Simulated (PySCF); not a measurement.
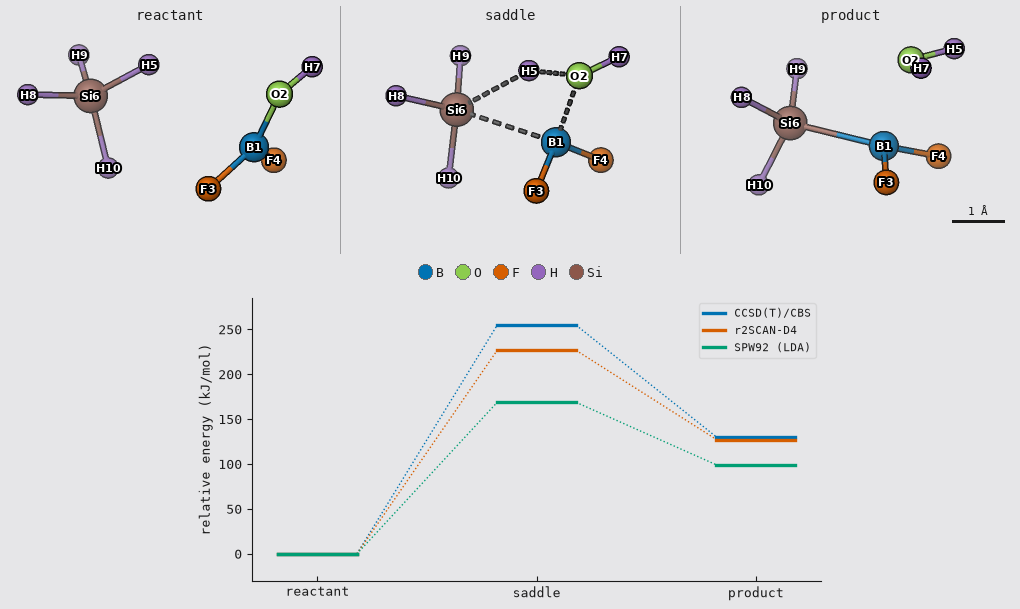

A reaction step of BSiH5OF2, with its energy diagram. A ball-and-stick model, seen at a tilt. Dashed sticks mark bonds that form or break.

Stationary points at PBE0-D4/def2-TZVP, single-point energies with CCSD(T)/CBS, r2SCAN-D4, SPW92 (LDA) (def2-TZVPP where no basis is named; PySCF 2.14.0). The energies are electronic, without zero-point or thermal terms, and both ends are the relaxed geometries reached downhill from the saddle, with any fragments still in contact. CCSD(T)/CBS stands for a frozen-core estimate: MP2 correlation extrapolated from def2-TZVPP and def2-QZVPP, CCSD(T) minus MP2 from the smaller set.

Question: What happens, and what does it cost?

Answer: Counted by bonded pieces, the reactant holds BHOF₂ + SiH₄ and the product holds H₂O + SiBH₃F₂. From the reactant over the saddle to the product, bonds form: B1–Si6 (3.74 → 2.29 → 2.04 Å), O2–H5 (3.09 → 1.20 → 0.97 Å). Bonds break: B1–O2 (1.35 → 1.55 → 1.89 Å), H5–Si6 (1.49 → 1.93 → 3.66 Å). The saddle has one imaginary mode, 1347i cm⁻¹. The end the reactant keeps a soft imaginary mode of 21i cm⁻¹, so it isn't quite a minimum. With CCSD(T)/CBS the barrier is 254.8 kJ/mol from the reactant and 124.5 kJ/mol from the product, and the product lies 130.3 kJ/mol above the reactant.

```tsv
level	barrier from the reactant (kJ/mol)	barrier from the product (kJ/mol)	the product less the reactant (kJ/mol)
CCSD(T)/CBS	254.8	124.5	130.3
r2SCAN-D4	226.8	99.3	127.4
SPW92 (LDA)	168.9	69.6	99.2
```

Against CCSD(T)/CBS, r2SCAN-D4 comes closest on the barrier from the reactant (−28.0 kJ/mol) and SPW92 (LDA) misses most (−85.9 kJ/mol).

Limits of the set-up: the start holds two separate molecules, 2.8 Å apart at their closest, whose relative position is a soft coordinate.
